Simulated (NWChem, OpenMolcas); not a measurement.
# LiI: a line through the functionals

LiI: 2 atoms, total charge 0, spin state singlet. SMILES: `[Li][I]`. Geometry: the measured bond length.

The dipole moment y, in D, basis def2-TZVPPD with a core potential; a is the functional's share of exact exchange. Programs: NWChem 7.3.0, OpenMolcas 26.06.

| functional | program | a | y (D) |
| --- | --- | --- | --- |
| TPSS | NWChem | 0 | 7.16 |
| revPBE | NWChem | 0 | 7.07 |
| B3LYP | OpenMolcas | 0.2 | 7.20 |
| PBE0 | NWChem | 0.25 | ? |
| BHLYP | NWChem | 0.5 | 7.39 |

Task: Fit y = c + s·a to the known rows and predict PBE0.

Result: 
1. Means of the 4 rows: a = 0.1750, y = 7.205.
2. Σ(Δa)² = 0.1675, Σ(Δa·Δy) = 0.0915, so the slope is 0.0915/0.1675 = 0.54627.
3. Intercept: 7.205 − (0.54627) × 0.1750 = 7.109. The largest residual of the fit is 0.051.
4. PBE0: 7.109 + (0.54627) × 0.25 = 7.25 D.

The run gave 7.26 D, so the prediction is off by -0.01 D, within the scatter of the fit. More exact exchange makes the molecule more polar here. The rows mix families of semi-local functionals, which the line can't see.

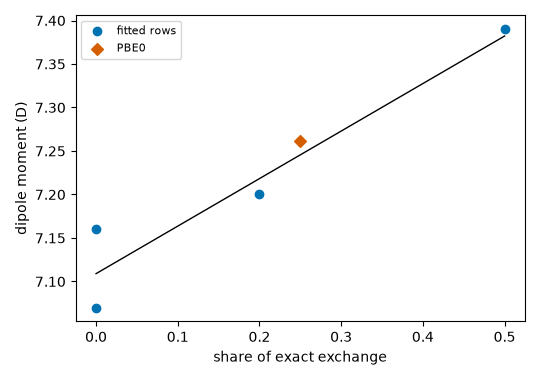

The fitted line, with the withheld row.
